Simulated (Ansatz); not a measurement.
# C4H10Si: energies up the ladder

Aim: energies up the ladder, for C4H10Si, with the cost of each level.

Program: Ansatz 0.2.0. Level of theory: the levels named in each step. These are calculated values, not measurements.

### Step 1. The starting structure

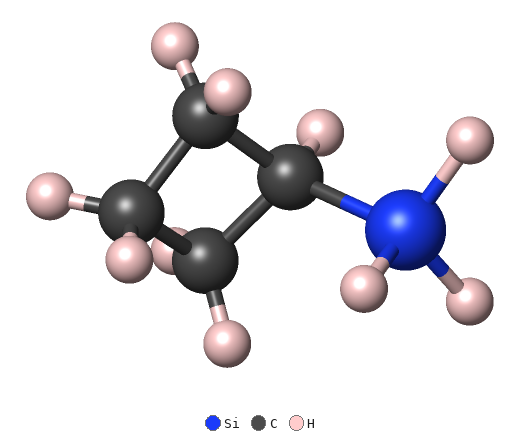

The starting structure, seen from a chosen angle (silicon blue, carbon dark grey, hydrogen pink).

Coordinates:

```xyz
15

Si    1.5934    0.4783    0.2978
C     0.0532   -0.0462   -0.6789
C    -1.2226    0.7518   -0.3406
C    -1.7395   -0.4520    0.4580
C    -0.6372   -1.3211   -0.1575
H     2.0085    1.8092   -0.1454
H     1.2759    0.5204    1.7272
H     2.6602   -0.4984    0.0585
H     0.2747   -0.0786   -1.7480
H    -1.0842    1.6738    0.2227
H    -1.8324    0.9707   -1.2167
H    -1.6199   -0.3227    1.5322
H    -2.7642   -0.7583    0.2531
H    -1.0036   -1.9638   -0.9574
H    -0.0661   -1.9311    0.5413
```

### Step 2. A rough first relaxation, PBE-D4/def2-SVP

This run stands in another session on the same molecule. It ended at:

```xyz
15

Si    1.5816    0.4743    0.3019
C     0.0579   -0.0452   -0.6989
C    -1.2434    0.7540   -0.3643
C    -1.7285   -0.4446    0.4929
C    -0.6520   -1.3373   -0.1785
H     2.0485    1.8476   -0.1075
H     1.2416    0.5095    1.7708
H     2.7123   -0.5020    0.1024
H     0.3411   -0.0606   -1.7730
H    -1.1359    1.7339    0.1469
H    -1.8713    0.9110   -1.2650
H    -1.5309   -0.2928    1.5732
H    -2.7864   -0.7541    0.3766
H    -1.0642   -1.9424   -1.0115
H    -0.0743   -2.0195    0.4803
```

### Step 3. Relaxation, PBE0-D4/def2-TZVP

This run stands in another session on the same molecule. It ended at:

```xyz
15

Si    1.5442    0.4652    0.3169
C     0.0605   -0.0452   -0.7047
C    -1.2364    0.7426   -0.3796
C    -1.6885   -0.4320    0.5066
C    -0.6514   -1.3267   -0.1957
H     2.0110    1.8245   -0.0731
H     1.1863    0.4928    1.7631
H     2.6670   -0.4958    0.1335
H     0.3519   -0.0565   -1.7589
H    -1.1406    1.7229    0.0934
H    -1.8672    0.8524   -1.2649
H    -1.4319   -0.2663    1.5545
H    -2.7353   -0.7330    0.4502
H    -1.0914   -1.8913   -1.0211
H    -0.0820   -2.0217    0.4262
```

### Step 4. Relaxation, PBE0-D4/def2-SVP

File input.yaml:

```yaml
crystal:
  periodic: [false, false, false]
  atoms:
    - { symbol: Si, position_ang: [1.54415421, 0.46516048, 0.31686169] }
    - { symbol: C, position_ang: [0.0604806, -0.04517137, -0.70472834] }
    - { symbol: C, position_ang: [-1.23639657, 0.74257536, -0.37962253] }
    - { symbol: C, position_ang: [-1.68850836, -0.43198715, 0.50655409] }
    - { symbol: C, position_ang: [-0.65137131, -1.32668904, -0.19570513] }
    - { symbol: H, position_ang: [2.01096542, 1.82449519, -0.07307057] }
    - { symbol: H, position_ang: [1.18629264, 0.49276047, 1.76311349] }
    - { symbol: H, position_ang: [2.66695082, -0.49579423, 0.13347318] }
    - { symbol: H, position_ang: [0.35188213, -0.05649202, -1.75889451] }
    - { symbol: H, position_ang: [-1.14058968, 1.72290701, 0.09340581] }
    - { symbol: H, position_ang: [-1.86715539, 0.85240858, -1.26491585] }
    - { symbol: H, position_ang: [-1.43192208, -0.26631101, 1.55450826] }
    - { symbol: H, position_ang: [-2.73533267, -0.73295967, 0.45016903] }
    - { symbol: H, position_ang: [-1.09142963, -1.89128797, -1.02107943] }
    - { symbol: H, position_ang: [-0.08196012, -2.02166463, 0.42620083] }
basis:
  gaussian: { orbitals: def2-SVP }
hamiltonian:
  xc: pbe0
  dispersion: d4
relax:
  f_tol: 0.004
  max_steps: 80
```

Started as:

```sh
$ ansatz run input.yaml --threads 4 --pin off --max-ram 10240MiB --backend cpu --events-out ev --progress --plain --runs-dir out
```

Output, cut to the lines that bear on the results:

```text
Warning: RAYON_NUM_THREADS=4 ignored (pool sized by the plan → 4); use --threads N
[...]
Functional definition: PBE0
[...]
1394 factors; integrals over basis functions are off by at most 5.1e-4 eV
[...]
mean field -12173.80513633 eV, -447.3790870587 hartree, gradient 2.0e-5 eV, S^2 0.000000; 0 other end points of the search recorded, 0 dependent functions left out
[...]
reference -12173.80516532 eV, -447.3790881240 hartree; 24, 24 occupied and 100, 100 virtual orbitals, 1394 factors
relax step   1: F+E_penalty+E_count = -12174.08627378 eV  Δ(F+E_penalty+E_count) = +0.000e0 eV  max|allowed force component| = 3.311e-1 eV/Å  Δτ_max = 0.0000 Å  (24 SCF iters, accepted)
[...]
relax step   3: F+E_penalty+E_count = -12174.10029484 eV  Δ(F+E_penalty+E_count) = -1.400e-3 eV  max|allowed force component| = 2.089e-2 eV/Å  Δτ_max = 0.0124 Å  (21 SCF iters, accepted)
[...]
relax step   5: F+E_penalty+E_count = -12174.10040092 eV  Δ(F+E_penalty+E_count) = -1.061e-4 eV  max|allowed force component| = 4.821e-3 eV/Å  Δτ_max = 0.0056 Å  (22 SCF iters, accepted)
[...]
relax step   7: F+E_penalty+E_count = -12174.10006642 eV  Δ(F+E_penalty+E_count) = +4.151e-4 eV  max|allowed force component| = 5.429e-2 eV/Å  Δτ_max = 0.0087 Å  (21 SCF iters, rejected (line search))
[...]
relax step   8: F+E_penalty+E_count = -12174.10052750 eV  Δ(F+E_penalty+E_count) = -4.602e-5 eV  max|allowed force component| = 4.982e-3 eV/Å  Δτ_max = 0.0044 Å  (20 SCF iters, accepted)
[...]
reference -12173.82082094 eV, -447.3796634574 hartree; 24, 24 occupied and 100, 100 virtual orbitals, 1394 factors
Total energy: -12174.10057870 eV, -447.3899443656 hartree
Atom 0 at     1.563603     0.469995     0.309508 Å, force    -0.003780    -0.000905     0.002103 eV/Å
Atom 1 at     0.056417    -0.045613    -0.696796 Å, force     0.001248     0.000273    -0.001169 eV/Å
Atom 2 at    -1.238394     0.745441    -0.370014 Å, force    -0.000800     0.000314    -0.000798 eV/Å
Atom 3 at    -1.708862    -0.438707     0.495323 Å, force     0.001917     0.000791     0.002775 eV/Å
Atom 4 at    -0.652021    -1.328533    -0.185596 Å, force    -0.000476    -0.000801    -0.000681 eV/Å
Atom 5 at     2.027393     1.834538    -0.094387 Å, force     0.001983    -0.001455    -0.000860 eV/Å
Atom 6 at     1.222831     0.503231     1.767875 Å, force    -0.000082     0.000149     0.001894 eV/Å
Atom 7 at     2.687240    -0.499038     0.112975 Å, force     0.000995     0.002109    -0.001148 eV/Å
Atom 8 at     0.346922    -0.058088    -1.760795 Å, force    -0.001875    -0.000555    -0.000248 eV/Å
Atom 9 at    -1.139414     1.726264     0.123304 Å, force     0.000396    -0.000562    -0.000031 eV/Å
Atom 10 at    -1.865763     0.881814    -1.264788 Å, force     0.000252    -0.000100     0.000032 eV/Å
Atom 11 at    -1.486204    -0.280937     1.561651 Å, force    -0.000805    -0.000300    -0.000798 eV/Å
Atom 12 at    -2.762181    -0.744296     0.407756 Å, force     0.000803     0.000141    -0.000915 eV/Å
Atom 13 at    -1.074948    -1.915267    -1.016069 Å, force     0.000172     0.000229    -0.000010 eV/Å
Atom 14 at    -0.080559    -2.018855     0.456323 Å, force     0.000051     0.000671    -0.000146 eV/Å
Dipole moment:    -0.163754    -0.054657    -0.094024 e Å
```

Run time: 23 s. Hardware: 4 threads of Intel Xeon Platinum 8259CL at 2.50GHz (Skylake/Cascade Lake), shared host; peak memory 0.34 GiB.

The steps of the relaxation:

| step | energy from step 1 (eV) | largest force component (eV/Å) |
| --- | --- | --- |
| 1 | 0.0000 | 0.3311 |
| 2 | -0.0126 | 0.1069 |
| 3 | -0.0140 | 0.0209 |
| 4 | -0.0134 | 0.1241 |
| 5 | -0.0141 | 0.0048 |
| 6 | -0.0142 | 0.0089 |
| 7 | -0.0138 | 0.0543 |
| 8 | -0.0143 | 0.0050 |
| 9 | -0.0143 | 0.0038 |

Step 1 is the start. Steps 4, 7 were tried and not accepted.

Before: Bond lengths (14 of 15 bonds, heavy atoms first): Si1–C2 1.872 Å, C2–C3 1.552 Å, C3–C4 1.539 Å, C2–C5 1.552 Å, C4–C5 1.539 Å, Si1–H6 1.489 Å, Si1–H7 1.490 Å, Si1–H8 1.489 Å, C2–H9 1.094 Å, C3–H10 1.093 Å, C3–H11 1.093 Å, C4–H12 1.092 Å, C4–H13 1.091 Å, C5–H14 1.093 Å. Angles (14 of 30 angles, heavy atoms first): Si1–C2–C3 114.2°, Si1–C2–C5 114.2°, C3–C2–C5 88.1°, C2–C3–C4 88.8°, C3–C4–C5 89.0°, C2–C5–C4 88.8°, Si1–C2–H9 108.5°, C3–C2–H9 115.5°, C5–C2–H9 115.5°, C2–Si1–H6 110.8°, C2–Si1–H7 110.1°, C2–Si1–H8 110.8°, C2–C3–H10 118.2°, C2–C3–H11 111.3°.

After: Bond lengths (14 of 15 bonds, heavy atoms first): Si1–C2 1.884 Å, C2–C3 1.552 Å, C3–C4 1.540 Å, C2–C5 1.552 Å, C4–C5 1.540 Å, Si1–H6 1.497 Å, Si1–H7 1.498 Å, Si1–H8 1.497 Å, C2–H9 1.103 Å, C3–H10 1.102 Å, C3–H11 1.101 Å, C4–H12 1.101 Å, C4–H13 1.100 Å, C5–H14 1.101 Å. Angles (14 of 30 angles, heavy atoms first): Si1–C2–C3 114.5°, Si1–C2–C5 114.5°, C3–C2–C5 88.3°, C2–C3–C4 88.9°, C3–C4–C5 89.2°, C2–C5–C4 88.9°, Si1–C2–H9 107.9°, C3–C2–H9 115.4°, C5–C2–H9 115.4°, C2–Si1–H6 110.7°, C2–Si1–H7 110.1°, C2–Si1–H8 110.7°, C2–C3–H10 118.2°, C2–C3–H11 111.5°.

### Step 5. Frequencies, PBE0-D4/def2-SVP

File input.yaml:

```yaml
crystal:
  periodic: [false, false, false]
  atoms:
    - { symbol: Si, position_ang: [1.56360287, 0.46999471, 0.30950835] }
    - { symbol: C, position_ang: [0.05641699, -0.04561319, -0.69679608] }
    - { symbol: C, position_ang: [-1.23839371, 0.74544117, -0.370014] }
    - { symbol: C, position_ang: [-1.70886201, -0.43870658, 0.49532317] }
    - { symbol: C, position_ang: [-0.65202053, -1.32853269, -0.18559649] }
    - { symbol: H, position_ang: [2.02739296, 1.83453786, -0.09438677] }
    - { symbol: H, position_ang: [1.2228313, 0.50323062, 1.76787473] }
    - { symbol: H, position_ang: [2.68723976, -0.4990375, 0.11297471] }
    - { symbol: H, position_ang: [0.34692248, -0.05808752, -1.76079536] }
    - { symbol: H, position_ang: [-1.13941397, 1.7262636, 0.12330446] }
    - { symbol: H, position_ang: [-1.86576288, 0.8818142, -1.26478774] }
    - { symbol: H, position_ang: [-1.48620438, -0.28093689, 1.56165116] }
    - { symbol: H, position_ang: [-2.76218125, -0.74429637, 0.40775608] }
    - { symbol: H, position_ang: [-1.07494847, -1.91526684, -1.01606893] }
    - { symbol: H, position_ang: [-0.08055912, -2.01885459, 0.45632274] }
basis:
  gaussian: { orbitals: def2-SVP }
hamiltonian:
  xc: pbe0
  dispersion: d4
phonons: {}
```

Started as:

```sh
$ ansatz run input.yaml --threads 4 --pin off --max-ram 10240MiB --backend cpu --events-out ev --progress --plain --runs-dir out
```

Output, cut to the lines that bear on the results:

```text
Warning: RAYON_NUM_THREADS=4 ignored (pool sized by the plan → 4); use --threads N
[...]
[... 1 set-up line as earlier in the session ...]
[...]
1396 factors; integrals over basis functions are off by at most 5.4e-4 eV
[...]
mean field -12173.82079289 eV, -447.3796624265 hartree, gradient 1.7e-5 eV, S^2 0.000000; 0 other end points of the search recorded, 0 dependent functions left out
[...]
reference -12173.82082189 eV, -447.3796634924 hartree; 24, 24 occupied and 100, 100 virtual orbitals, 1396 factors
[...]
1396 factors; integrals over basis functions are off by at most 5.4e-4 eV
[...]
mean field -12173.82074846 eV, -447.3796607940 hartree, gradient 2.8e-6 eV, S^2 0.000000; 0 other end points of the search recorded, 0 dependent functions left out
[...]
reference -12173.82077746 eV, -447.3796618596 hartree; 24, 24 occupied and 100, 100 virtual orbitals, 1396 factors
[...]
Atom 5 at     2.027393     1.834538    -0.094387 Å, force     0.001983    -0.001456    -0.000857 eV/Å
Atom 6 at     1.222831     0.503231     1.767875 Å, force    -0.000069     0.000153     0.001899 eV/Å
Atom 7 at     2.687240    -0.499038     0.112975 Å, force     0.000994     0.002109    -0.001146 eV/Å
Atom 8 at     0.346922    -0.058088    -1.760795 Å, force    -0.001874    -0.000555    -0.000248 eV/Å
Atom 9 at    -1.139414     1.726264     0.123304 Å, force     0.000399    -0.000562    -0.000031 eV/Å
Atom 10 at    -1.865763     0.881814    -1.264788 Å, force     0.000246    -0.000105     0.000037 eV/Å
Atom 11 at    -1.486204    -0.280937     1.561651 Å, force    -0.000805    -0.000299    -0.000789 eV/Å
Atom 12 at    -2.762181    -0.744296     0.407756 Å, force     0.000802     0.000140    -0.000915 eV/Å
Atom 13 at    -1.074948    -1.915267    -1.016069 Å, force     0.000165     0.000231    -0.000006 eV/Å
Atom 14 at    -0.080559    -2.018855     0.456323 Å, force     0.000053     0.000673    -0.000147 eV/Å
Dipole moment:    -0.163755    -0.054657    -0.094024 e Å
[...]
```

Run time: 2.5 min. Hardware: 4 threads of Intel Xeon Platinum 8259CL at 2.50GHz (Skylake/Cascade Lake), shared host; peak memory 0.34 GiB.

Harmonic frequencies (cm⁻¹; negative: imaginary): 124, 148, 195, 252, 540, 642, 656, 706, 785, 853, 921, 941, 943, 957, 957, 989, 1028, 1057, 1062, 1185, 1198, 1244, 1252, 1270, 1284, 1293, 1454, 1457, 1489, 2217, 2223, 2225, 3067, 3068, 3082, 3088, 3124, 3128, 3152.

### Step 6. Single point, PBE-D4/def2-TZVPP

File input.yaml:

```yaml
crystal:
  periodic: [false, false, false]
  atoms:
    - { symbol: Si, position_ang: [1.54415421, 0.46516048, 0.31686169] }
    - { symbol: C, position_ang: [0.0604806, -0.04517137, -0.70472834] }
    - { symbol: C, position_ang: [-1.23639657, 0.74257536, -0.37962253] }
    - { symbol: C, position_ang: [-1.68850836, -0.43198715, 0.50655409] }
    - { symbol: C, position_ang: [-0.65137131, -1.32668904, -0.19570513] }
    - { symbol: H, position_ang: [2.01096542, 1.82449519, -0.07307057] }
    - { symbol: H, position_ang: [1.18629264, 0.49276047, 1.76311349] }
    - { symbol: H, position_ang: [2.66695082, -0.49579423, 0.13347318] }
    - { symbol: H, position_ang: [0.35188213, -0.05649202, -1.75889451] }
    - { symbol: H, position_ang: [-1.14058968, 1.72290701, 0.09340581] }
    - { symbol: H, position_ang: [-1.86715539, 0.85240858, -1.26491585] }
    - { symbol: H, position_ang: [-1.43192208, -0.26631101, 1.55450826] }
    - { symbol: H, position_ang: [-2.73533267, -0.73295967, 0.45016903] }
    - { symbol: H, position_ang: [-1.09142963, -1.89128797, -1.02107943] }
    - { symbol: H, position_ang: [-0.08196012, -2.02166463, 0.42620083] }
basis:
  gaussian: { orbitals: def2-TZVPP }
hamiltonian:
  xc: pbe
  dispersion: d4
```

Started as:

```sh
$ ansatz run input.yaml --threads 4 --pin off --max-ram 10240MiB --backend cpu --events-out ev --progress --plain --runs-dir out
```

Output:

```text
Warning: RAYON_NUM_THREADS=4 ignored (pool sized by the plan → 4); use --threads N
Engine: ansatz 0.2.0, x86_64-unknown-linux-gnu
Functional definition: PBE
  parameter kappa = 0.804
  parameter beta = 0.06672455060314922
  exchange = pbe_x(kappa = kappa, mu = beta*pi^2/3)
  correlation = pbe_c(beta = beta)
1598 factors; their error is unknown
mean field evaluation 1: about -12163.1642 eV, gradient 8.1e1 eV
mean field evaluation 2: about -12104.7581 eV, gradient 1.7e2 eV
mean field evaluation 4: about -12179.3176 eV, gradient 7.6e0 eV
mean field evaluation 8: about -12179.4709 eV, gradient 2.2e-1 eV
mean field evaluation 16: about -12179.4095 eV, gradient 3.8e-4 eV
mean field -12179.40949886 eV, -447.5850435827 hartree, gradient 7.7e-5 eV, S^2 0.000000; 0 other end points of the search recorded, 0 dependent functions left out
reference -12179.40954949 eV, -447.5850454435 hartree; 24, 24 occupied and 282, 282 virtual orbitals, 1598 factors
Total energy: -12179.74367451 eV, -447.5973243116 hartree
```

Run time: 3 s. Hardware: 4 threads of Intel Xeon Platinum 8259CL at 2.50GHz (Skylake/Cascade Lake), shared host; peak memory 0.46 GiB.

(Part 1 of 2 ends here.)
